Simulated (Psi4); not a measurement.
# One shape, several levels: doublet CSO3F3

Wanted: a comparison of 3 runs (U-wB97M-V/def2-SVP, UB2PLYP/def2-SVP, UCAM-B3LYP/def2-SVP) of doublet CSO3F3. 

The results are computed with Psi4 1.11.

### 1 The system as given

CSO3F3 has 8 atoms, charge 0, and is taken as a doublet. As SMILES of the parent species, `[O-]S(=O)(=O)C(F)(F)F`. Geometry: relaxed at PBE0-D4/def2-TZVPD. That shape belongs to the parent species and isn't relaxed for this state.

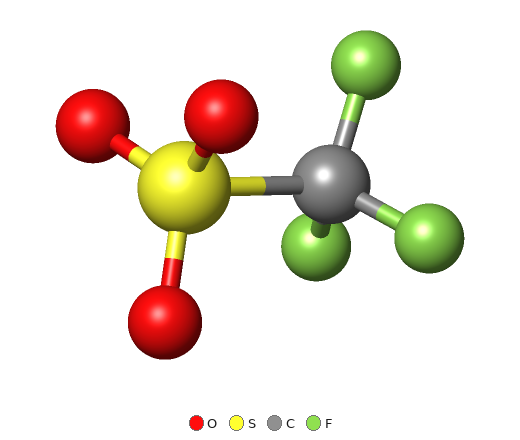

The structure, seen from a chosen angle (oxygen red, sulfur yellow, carbon grey, fluorine green).

### 2 A single-point energy at U-wB97M-V/def2-SVP (run 1)

cf3o3s.inp

```
memory 2.2 GB

molecule m {
  0 2
  O
  S 1 1.446667
  O 2 1.446669 1 115.53446
  O 2 1.446678 1 115.53454 3 139.25625
  C 2 1.853343 1 102.37941 3 -110.37145
  F 5 1.341383 2 111.91198 1 60.10958
  F 5 1.341385 6 106.92302 2 -122.87892
  F 5 1.341382 6 106.92338 7 -114.24298
  symmetry c1
}

set {
  basis                def2-SVP
  reference            uks
  puream               true
  e_convergence        1e-09
  d_convergence        1e-08
  scf_type             pk
  dft_radial_points    99
  dft_spherical_points 590
  maxiter              100
}

energy_value, wavefunction = energy("wb97m-v", return_wfn=True)
print_variables()
```

Launch:

```console
$ psi4 cf3o3s.inp cf3o3s.out -n 1
```

cf3o3s.out:

```text
[...]
  Running in c1 symmetry.
[...]
  Nuclear repulsion =  555.370003803737859
[...]
  Multiplicity = 2
[...]
  Nalpha       = 37
  Nbeta        = 36
[...]
    Number of basis functions: 116
[...]
   @UKS iter   1:  -960.08953119775299    6.79250e-01   9.41996e-03 DIIS/ADIIS
[...]
   @UKS iter  18:  -960.57089288982229   -4.32010e-12   3.30857e-09 DIIS
[...]
   @S^2 Observed:                7.567664294E-01
[...]
  @UKS Final Energy:  -960.57089288982229
   => Energetics <=
    Nuclear Repulsion Energy =            555.3700038037378590
    One-Electron Energy =               -2429.5726490585739157
    Two-Electron Energy =                 979.0207773477625324
    DFT Exchange-Correlation Energy =     -65.6832102666676292
    Empirical Dispersion Energy =           0.0000000000000000
    VV10 Nonlocal Energy =                  0.2941852839189241
    Total Energy =                       -960.5708928898222894
[...]
 Multipole Moments:
 ------------------------------------------------------------------------------------
     Multipole            Electronic (a.u.)      Nuclear  (a.u.)        Total (a.u.)
 ------------------------------------------------------------------------------------
 L = 1.  Multiply by 2.5417464519 to convert [e a0] to [Debye]
 Dipole X            :         -4.3676495            3.6774475           -0.6902020
 Dipole Y            :          1.6218331           -1.3655384            0.2562947
 Dipole Z            :          1.0225867           -0.8609970            0.1615897
 Magnitude           :                                                    0.7537752
[...]
```

Run time: 3.5 min. Hardware: 1 thread of AMD EPYC 9R45 (Zen 5), shared host; peak memory 0.96 GiB.

### 3 A single-point energy at UB2PLYP/def2-SVP (density fitting for correlation) (run 2)

cf3o3s.inp

```
memory 2200 MB

molecule molecule1 {
  0 2
  O
  S 1 1.446667
  O 2 1.446669 1 115.53446
  O 2 1.446678 1 115.53454 3 139.25625
  C 2 1.853343 1 102.37941 3 -110.37145
  F 5 1.341383 2 111.91198 1 60.10958
  F 5 1.341385 6 106.92302 2 -122.87892
  F 5 1.341382 6 106.92338 7 -114.24298
  symmetry c1
}

set reference uks
set puream true
set e_convergence 1e-09
set d_convergence 1e-08
set scf_type pk
set dft_radial_points 99
set dft_spherical_points 590
set num_frozen_docc 12
set maxiter 100

energy_value, wavefunction = energy('b2plyp/def2-SVP', return_wfn=True)
print_variables()
```

Launch:

```console
$ psi4 -n 1 cf3o3s.inp cf3o3s.out
```

cf3o3s.out:

```text
[...]
  Running in c1 symmetry.
[...]
  Nuclear repulsion =  555.370003803737859
[...]
  Multiplicity = 2
[...]
  Nalpha       = 37
  Nbeta        = 36
[...]
    Number of basis functions: 116
[...]
   @UKS iter   1:  -959.25979837669888    6.48054e-01   8.91418e-03 DIIS/ADIIS
[...]
   @UKS iter  25:  -959.68147344315241    1.13118e-10   7.37014e-09 DIIS
[...]
   @S^2 Observed:                7.682956378E-01
[...]
  @UKS Final Energy:  -959.68147344315241
   => Energetics <=
    Nuclear Repulsion Energy =            555.3700038037378590
    One-Electron Energy =               -2429.4443734885403501
    Two-Electron Energy =                 956.6114153263810067
    DFT Exchange-Correlation Energy =     -42.2185190847307794
    Empirical Dispersion Energy =           0.0000000000000000
    VV10 Nonlocal Energy =                  0.0000000000000000
    Total Energy =                       -959.6814734431524130
[...]
 Multipole Moments:
 ------------------------------------------------------------------------------------
     Multipole            Electronic (a.u.)      Nuclear  (a.u.)        Total (a.u.)
 ------------------------------------------------------------------------------------
 L = 1.  Multiply by 2.5417464519 to convert [e a0] to [Debye]
 Dipole X            :         -4.3099908            3.6774475           -0.6325433
 Dipole Y            :          1.6003329           -1.3655384            0.2347945
 Dipole Z            :          1.0089932           -0.8609970            0.1479962
 Magnitude           :                                                    0.6907550
[...]
```

It took 52 s on 1 thread of AMD EPYC 9R45 (Zen 5), shared host; peak memory 0.75 GiB.

### 4 Energy and forces at UCAM-B3LYP/def2-SVP (run 3)

cf3o3s.xyz

```xyz
8
CF3O3S
O     -0.452120    -1.793850     0.534600
S      0.514500    -0.855220     0.007850
O      1.622110    -0.542800     0.884460
O      0.853150    -1.026290    -1.388190
C     -0.440870     0.732840    -0.006730
F     -0.854330     1.079580     1.221330
F      0.292430     1.753940    -0.474640
F     -1.534870     0.651830    -0.778680
```

job.py

```python
import psi4

psi4.set_memory('2200 MB')
psi4.set_num_threads(1)
psi4.set_output_file('run.log', False)

with open('cf3o3s.xyz') as f:
    atoms = ''.join(f.readlines()[2:])
molecule = psi4.geometry('0 2\n' + atoms + 'symmetry c1\nno_reorient\nno_com')

psi4.set_options({
    'basis': 'def2-SVP',
    'reference': 'uks',
    'puream': True,
    'e_convergence': 1e-09,
    'd_convergence': 1e-08,
    'scf_type': 'pk',
    'dft_radial_points': 99,
    'dft_spherical_points': 590,
    'maxiter': 100,
})

energy_value, wavefunction = psi4.gradient('cam-b3lyp', return_wfn=True)
print('gradient / Eh bohr^-1')
print(energy_value.np.round(6))
print(f'energy = {wavefunction.energy():.10f} Eh')
for k, v in sorted(psi4.core.scalar_variables().items()):
    print(f'{k:45s} {v:18.10f}')
```

Launch:

```console
$ python job.py
```

run.log:

```text
[...]
  Running in c1 symmetry.
[...]
  Nuclear repulsion =  555.370021778111777
[...]
  Multiplicity = 2
[...]
  Nalpha       = 37
  Nbeta        = 36
[...]
    Number of basis functions: 116
[...]
   @UKS iter   1:  -960.10142655096456    7.66234e-01   9.59372e-03 ADIIS/DIIS
[...]
   @UKS iter  18:  -960.57963656014635   -3.41061e-12   7.75514e-09 DIIS
[...]
   @S^2 Observed:                7.584507957E-01
[...]
  @UKS Final Energy:  -960.57963656014635
   => Energetics <=
    Nuclear Repulsion Energy =            555.3700217781117772
    One-Electron Energy =               -2430.0159967832209986
    Two-Electron Energy =                 980.1849091603081661
    DFT Exchange-Correlation Energy =     -66.1185707153452569
    Empirical Dispersion Energy =           0.0000000000000000
    VV10 Nonlocal Energy =                  0.0000000000000000
    Total Energy =                       -960.5796365601463549
[...]
  -Total Gradient:
     Atom            X                  Y                   Z
    ------   -----------------  -----------------  -----------------
       1        0.031293452500     0.000903736834    -0.010784741955
       2       -0.041667305052     0.069259344601    -0.000630863386
       3       -0.011832385344    -0.025112783040    -0.018061172526
       4        0.004159553854    -0.015043501656     0.029190909450
       5        0.063708938000    -0.105902833892     0.000973096238
       6       -0.017891673297     0.023882618415     0.020974013952
       7        0.001854145050     0.035489410310    -0.008227030043
       8       -0.029626440536     0.016517957492    -0.013441966736
[...]
```

On the terminal:

```text
gradient / Eh bohr^-1
[[ 0.031293  0.000904 -0.010785]
 [-0.041667  0.069259 -0.000631]
 [-0.011832 -0.025113 -0.018061]
 [ 0.00416  -0.015044  0.029191]
 [ 0.063709 -0.105903  0.000973]
 [-0.017892  0.023883  0.020974]
 [ 0.001854  0.035489 -0.008227]
 [-0.029626  0.016518 -0.013442]]
energy = -960.5796365601 Eh
CURRENT ENERGY                                   -960.5796365601
CURRENT REFERENCE ENERGY                         -960.5796365601
DD SOLVATION ENERGY                                 0.0000000000
DFT FUNCTIONAL TOTAL ENERGY                      -960.5796365601
DFT TOTAL ENERGY                                 -960.5796365601
DFT VV10 ENERGY                                     0.0000000000
DFT XC ENERGY                                     -66.1185707153
GRID ELECTRONS ALPHA                               36.9999999712
GRID ELECTRONS BETA                                35.9999999252
GRID ELECTRONS TOTAL                               72.9999998964
NUCLEAR REPULSION ENERGY                          555.3700217781
ONE-ELECTRON ENERGY                             -2430.0159967832
PCM POLARIZATION ENERGY                             0.0000000000
PE ENERGY                                           0.0000000000
SCF ITERATION ENERGY                             -960.5796365601
SCF ITERATIONS                                     18.0000000000
SCF TOTAL ENERGY                                 -960.5796365601
TWO-ELECTRON ENERGY                               980.1849091603
XC GRID RADIAL POINTS                              99.0000000000
XC GRID SPHERICAL POINTS                          590.0000000000
XC GRID TOTAL POINTS                           436922.0000000000
```

It took 59 s on 1 thread of AMD EPYC 9R45 (Zen 5), shared host; peak memory 0.93 GiB.

### 5 All runs side by side

```csv
run,level,frozen core orbitals,fitting correlation,energy (Eh),dipole moment (D),HOMO energy (eV),LUMO energy (eV),wall time
1,U-wB97M-V/def2-SVP,0,–,-960.570893,1.92,-11.73,-6.29,3.5 min
2,UB2PLYP/def2-SVP (density fitting for correlation),12,density fitting,-960.145390,–,-11.20,-7.28,52 s
3,UCAM-B3LYP/def2-SVP,0,–,-960.579637,1.88,-10.79,-7.19,59 s
```

### 6 Outcome

```
                                 quantity          value
                      run 3: total energy  -960.57964 Eh
                     run 3: dipole moment         1.88 D
run 3: HOMO energy (highest over α and β)      -10.79 eV
 run 3: LUMO energy (lowest over α and β)       -7.19 eV
                              run 3: ⟨S²⟩          0.758
          run 3: largest force on an atom     6.355 eV/Å
```

In words: Totals of different functionals can't be ranked against each other. All runs together took 5.3 min, the longest 3.5 min.
